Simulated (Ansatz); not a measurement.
## Electronic structure of AlFH$_{5}$N···H$_{2}$O in real space

```yaml
atoms:
  - { symbol: Al, position_ang: [-1.0901, -0.5408, -0.8351] }
  - { symbol: N, position_ang: [0.2884, -0.9413, 0.6143] }
  - { symbol: H, position_ang: [-0.2524, -0.8542, -2.1713] }
  - { symbol: H, position_ang: [-2.4060, -1.3497, -0.4046] }
  - { symbol: H, position_ang: [0.1961, 1.7778, 0.2165] }
  - { symbol: F, position_ang: [-1.2135, 1.1713, -0.5266] }
  - { symbol: H, position_ang: [0.8168, -0.0270, 0.7360] }
  - { symbol: O, position_ang: [1.1063, 1.6868, 0.6123] }
  - { symbol: H, position_ang: [-0.1020, -1.2043, 1.5298] }
  - { symbol: H, position_ang: [0.9633, -1.6715, 0.3487] }
  - { symbol: H, position_ang: [1.6930, 1.9528, -0.1200] }
```

Level of theory: RKS PBE-D4/def2-SVP in Ansatz 0.2.0.

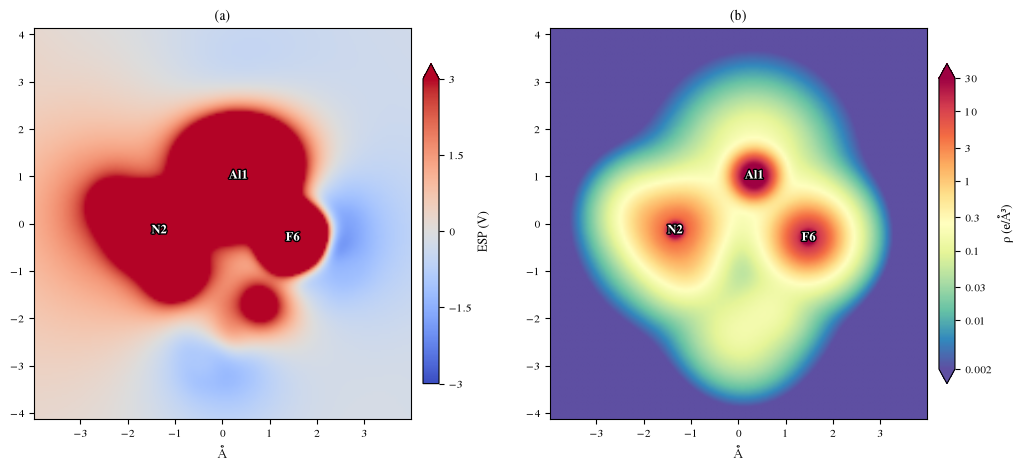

Figure 1. (a) molecular electrostatic potential; (b) electron density on the plane of atoms N2, Al1 and F6.

What does the map show?

Answer. Atoms in the plane: Al, N and F. Al–F (1.74 Å): ρ at the midpoint is about 0.65 e/Å³. Al–N (2.04 Å): ρ is about 0.5 e/Å³ halfway. Outside the dense part of the complex the potential is most negative (−1.9 V) near F6.

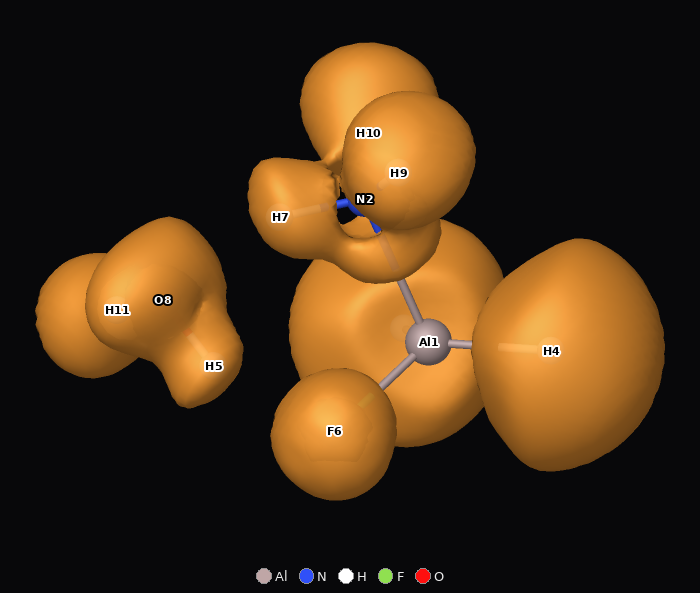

Figure 2. Isosurface of the ELF at 0.75 (orange), seen at a tilt. Core shells and regions of very low density are left out.

Identify the bonds, lone pairs and shells in this picture.

Answer. The surface consists of two regions around hydrogen nuclei, one region wrapped around F (its valence shell), one joined region spread over several atoms (H, N), in which their bonds and any lone pairs are merged and one joined region spread over several atoms (H, O), in which their bonds and any lone pairs are merged. Along the contacts the grid gives the following. F6···H5 (1.70 Å): the ELF dips to about 0.15 between them: a closed-shell contact with the geometry of a hydrogen bond. Al–F (1.74 Å): the ELF peaks at about 0.90 in the valence shell of F, 0.6 Å from its nucleus, and is about 0.20 at the midpoint.

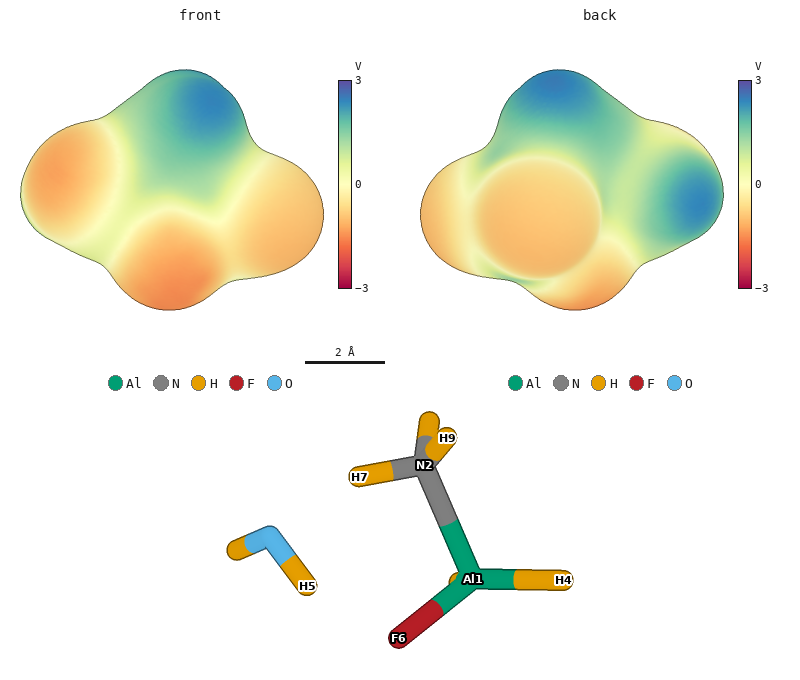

Figure 3. The electrostatic potential painted on the density surface at 0.002 e/bohr³, seen from the front and from behind; red is negative and blue positive. The bare structure is drawn below in the same view.

Which sites attract a positive test charge, and which a negative one?

Answer. A positive charge is drawn to the negative regions and a negative charge to the positive ones. The most negative region (about −1.5 V, or −35 kcal/mol for a unit charge) lies over F6, the most positive (about +2.4 V, or +55 kcal/mol for a unit charge) over H9, H10 and H11.

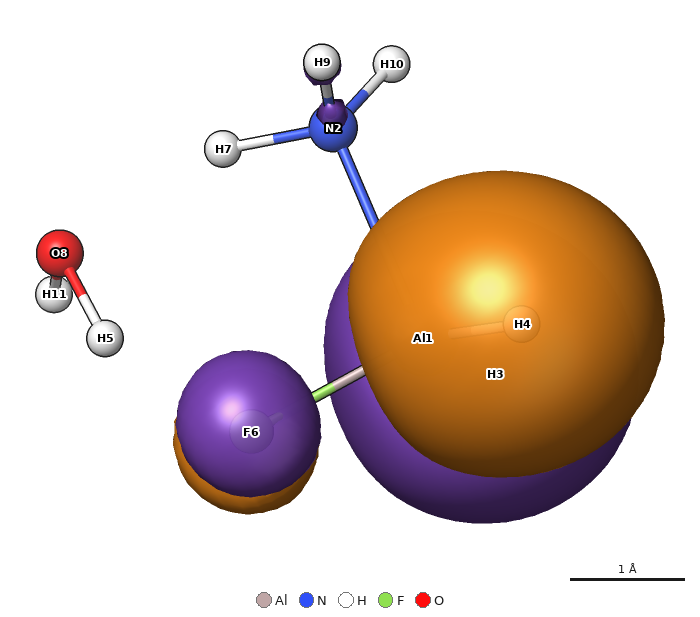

Figure 4. The HOMO at ±0.08 Å⁻³ᐟ² (orange and purple are the two phases), seen at a tilt.

Describe this orbital and give its energy.

Answer. Its weight (Hirshfeld) is mainly on Al1 (about 30 %), H3 (about 30 %), H4 (about 30 %) and F6 (about 5 %). Its energy is −6.23 eV.
